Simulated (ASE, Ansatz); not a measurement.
# Energy and forces of the unslipped end of a generalised stacking fault on (112) of a Nb-Li solid solution (54 atoms), part 2 of 2

Wanted: forces and levels of the unslipped end of a generalised stacking fault on (112) of a Nb-Li solid solution (54 atoms).

Ansatz 0.2.0; Kohn-Sham DFT, r2SCAN, PAW (set soft_2), plane waves.

The cell: 30 Nb and 24 Li. The cell is under 6 Å thick along one periodic direction. The host structure and its lattice constant were typed by rule, without a check against the phase diagram.

So far. Step 2 (Plane-wave single point): About 288 of the 462 electrons lie in deeper levels, below the stored range.

## (2) Plane-wave single point (continued)

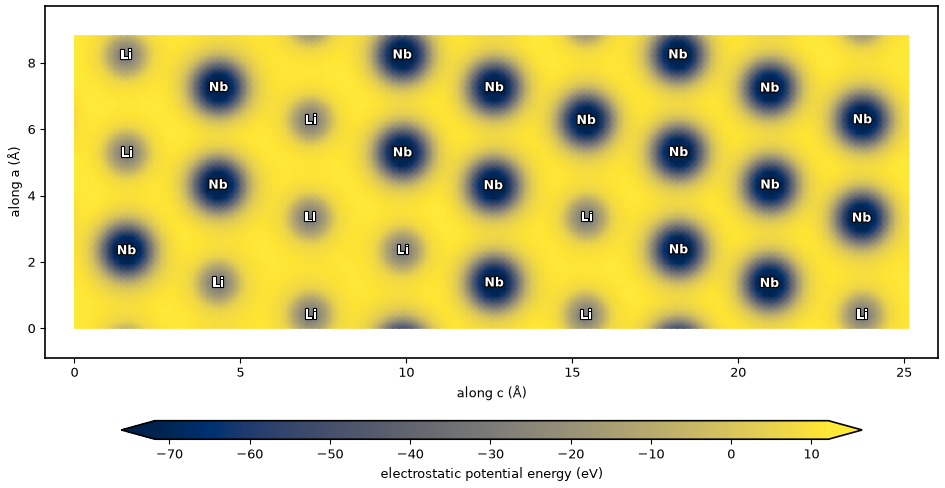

Electrostatic potential energy in the ca plane at fractional y = 0.000, with atoms of Nb and Li within 0.2 Å of it. With pseudopotentials it is smooth inside the atoms' cores, unlike the true potential. The map starts off the cell's origin, so that atoms lie inside it.

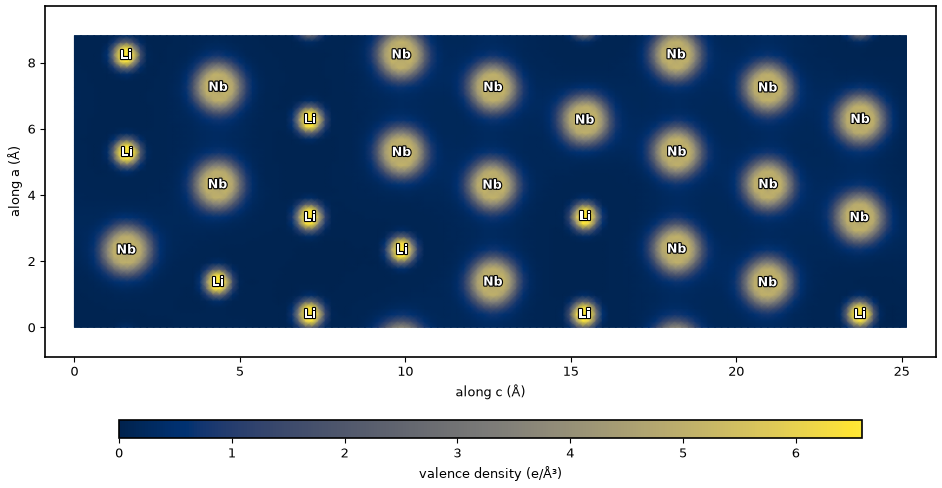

Valence density in the ca plane at fractional y = 0.000, with atoms of Nb and Li within 0.2 Å of it. It is the smooth field of the valence electrons, not physical close to the nuclei. The map starts off the cell's origin, so that atoms lie inside it.

Within 0.4 eV of the Fermi level the largest share is Nb d (87 % of the projected weight).

## (3) Local order

These statistics describe the geometry on which the runs were made.

Density 4.61 g/cm³, 19.72 Å³ an atom.

Pair distribution functions g(r), in bins of 0.2 Å:

| r (Å) | total | Nb-Nb | Nb-Li | Li-Li |
| --- | --- | --- | --- | --- |
| 2.80 | 0.04 | 0.11 | 0.00 | 0.00 |
| 3.00 | 7.04 | 6.96 | 7.10 | 6.97 |
| 3.20 | 0.18 | 0.19 | 0.12 | 0.30 |
| 3.40 | 3.93 | 4.25 | 3.56 | 4.36 |
| 3.60 | 0.14 | 0.00 | 0.28 | 0.00 |
| 3.80 | 0.00 | 0.00 | 0.00 | 0.00 |
| 4.00 | 0.00 | 0.00 | 0.00 | 0.00 |
| 4.20 | 0.00 | 0.00 | 0.00 | 0.00 |
| 4.40 | 0.00 | 0.00 | 0.00 | 0.00 |
| 4.60 | 0.00 | 0.00 | 0.00 | 0.00 |
| 4.80 | 3.78 | 4.60 | 2.78 | 5.02 |
| 5.00 | 0.27 | 0.31 | 0.21 | 0.36 |
| 5.20 | 0.00 | 0.00 | 0.00 | 0.00 |
| 5.40 | 0.00 | 0.00 | 0.00 | 0.00 |
| 5.60 | 5.34 | 5.15 | 5.58 | 5.02 |
| 5.80 | 2.09 | 2.23 | 1.91 | 2.33 |
| 6.00 | 0.29 | 0.18 | 0.41 | 0.16 |
| 6.20 | 0.00 | 0.00 | 0.00 | 0.00 |
| 6.40 | 0.00 | 0.00 | 0.00 | 0.00 |
| 6.60 | 0.00 | 0.00 | 0.00 | 0.00 |
| 6.80 | 0.94 | 0.92 | 0.97 | 0.92 |
| 7.00 | 0.07 | 0.06 | 0.10 | 0.03 |
| 7.20 | 0.00 | 0.00 | 0.00 | 0.00 |
| 7.40 | 3.08 | 3.08 | 3.06 | 3.15 |
| 7.60 | 3.23 | 3.23 | 3.20 | 3.29 |
| 7.80 | 0.36 | 0.33 | 0.45 | 0.20 |

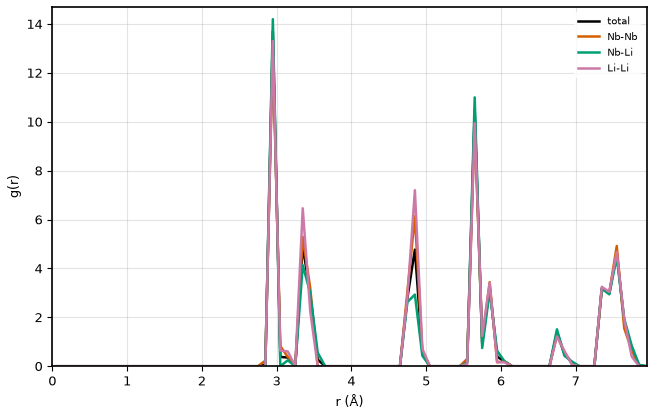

Pair distribution functions.

A closer look about Nb23, which bears the longest force: 15 atoms, nearest first, numbered in the order of the input, with positions taken from that point.

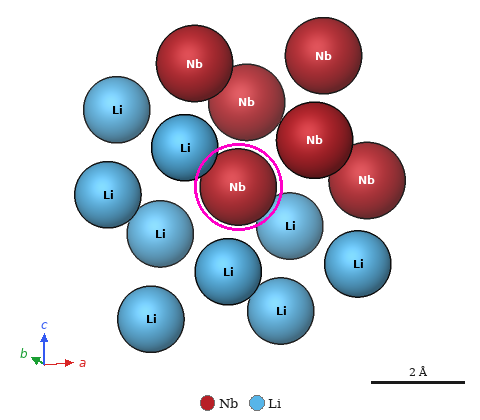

The atoms of the table, within 3.4 Å (arrows a, b, c point along x, y, z); some may hide others; the central atom is ringed.

| atom | x | y | z | distance (Å) | Fx | Fy | Fz (eV/Å) |
| --- | --- | --- | --- | --- | --- | --- | --- |
| Nb23 | 0.00 | 0.00 | 0.00 | 0.00 | 1.77 | 0.09 | 1.89 |
| Li20 | -0.99 | -2.36 | -1.40 | 2.92 | 0.02 | -0.08 | 0.18 |
| Nb26 | 0.97 | -2.38 | 1.39 | 2.93 | 0.23 | 0.00 | 0.29 |
| Nb22 | 2.94 | 0.02 | -0.02 | 2.94 | -1.45 | -0.02 | 1.58 |
| Nb29 | -0.99 | 0.01 | 2.77 | 2.94 | 0.70 | 0.02 | -0.39 |
| Li17 | 0.97 | 0.01 | -2.78 | 2.95 | 0.24 | 0.02 | 0.00 |
| Nb26 | 0.97 | 2.42 | 1.39 | 2.95 | 0.23 | 0.00 | 0.29 |
| Li24 | -2.96 | 0.01 | -0.01 | 2.96 | -0.04 | 0.02 | 0.24 |
| Li20 | -0.99 | 2.44 | -1.40 | 2.98 | 0.02 | -0.08 | 0.18 |
| Li19 | 1.95 | -2.39 | -1.39 | 3.38 | -0.21 | 0.00 | 0.08 |
| Li27 | -1.98 | -2.37 | 1.39 | 3.39 | 0.35 | -0.05 | -0.12 |
| Nb28 | 1.94 | 0.02 | 2.78 | 3.39 | -0.28 | -0.02 | -0.93 |
| Li19 | 1.95 | 2.42 | -1.39 | 3.40 | -0.21 | 0.00 | 0.08 |
| Li27 | -1.98 | 2.43 | 1.39 | 3.43 | 0.35 | -0.05 | -0.12 |
| Li18 | -1.98 | 0.02 | -2.80 | 3.43 | 0.17 | 0.00 | -0.10 |

## (4) Outcome

```json
{
  "free energy per atom": "-2625.9674 eV/atom",
  "density": "4.606 g/cm³",
  "pressure": "-10.8 GPa",
  "r.m.s. force component": "0.5272 eV/Å",
  "wall time of the 1 DFT run": "1.8 min"
}
```

In words: 133 levels are partly filled, by over 2 % (on the run's k-points), as in a metal.

What to keep in mind: The geometry was built by rule, was displaced at random and isn't relaxed at this level: its force components are 0.53 eV/Å r.m.s. The pressure of -11 GPa shows the cell to be stretched for this functional.

[Logs are printed without paths, hosts, clocks, repeated set-up lines and the standing remarks that a program may print on its own settings, such as how far it seeks lower states.]

[Hosts, paths, dates, database ids (printed as entryN), source tags and the programs' standing remarks are cut or masked in the printed files.]
